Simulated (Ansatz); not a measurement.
# AlBr$_{6}$ (charge −3): what the fields show

| atom | x (Å) | y (Å) | z (Å) |
| --- | --- | --- | --- |
| Al | -0.0004 | 0.0003 | 0.0001 |
| Br | -0.0200 | -0.0108 | 2.6054 |
| Br | 0.0203 | 0.0106 | -2.6051 |
| Br | 2.6048 | 0.0056 | 0.0200 |
| Br | -2.6050 | -0.0060 | -0.0202 |
| Br | -0.0057 | 2.6043 | 0.0107 |
| Br | 0.0059 | -2.6041 | -0.0108 |

Geometry: r2SCAN-D4/def2-SVPD; the highest occupied orbital lies above zero, a sign that basis and functional describe the outermost electron poorly.

Method: RKS PBE0-D4/def2-SVP (Ansatz 0.2.0).

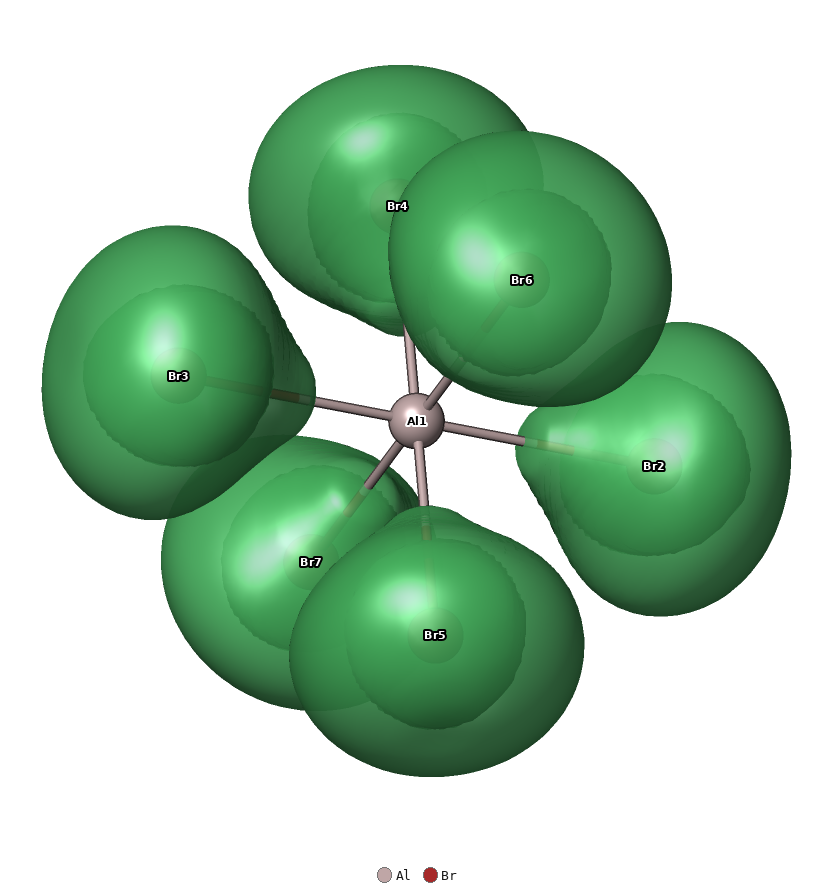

Figure 1. Isosurface of the ELF at 0.75 (green), seen at a tilt. Core shells and regions of very low density are left out.

Describe the localisation domains.

The ELF exceeds this value in six regions on Br in which the atom's valence shell and bonds are merged. Profiles from the grid: Al–Br (2.60 Å): the ELF peaks at about 0.85 in the valence shell of Br, 1.1 Å from its nucleus, and is about 0.85 at the midpoint.

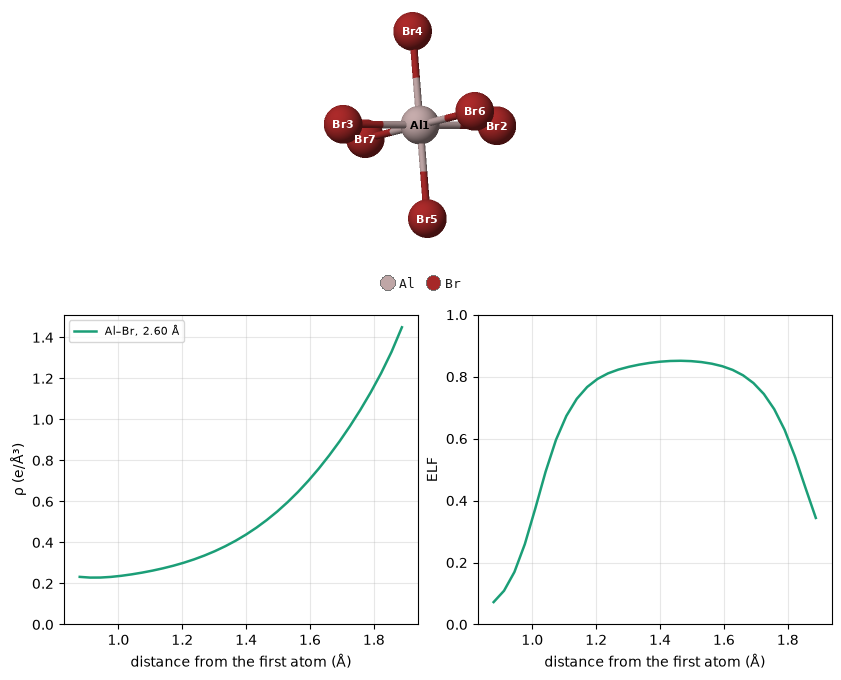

Figure 2. Total electron density and electron localisation function along straight lines between neighbouring atoms. The curves leave out the atomic cores. The structure is drawn too.

What can be read from the curves?

Al–Br (2.60 Å): the density is about 0.36 e/Å³ at the midpoint, with its minimum of 0.23 e/Å³ about 0.9 Å from Al; the ELF peaks at about 0.85 in the valence shell of Br, 1.1 Å from its nucleus, and is about 0.85 at the midpoint.
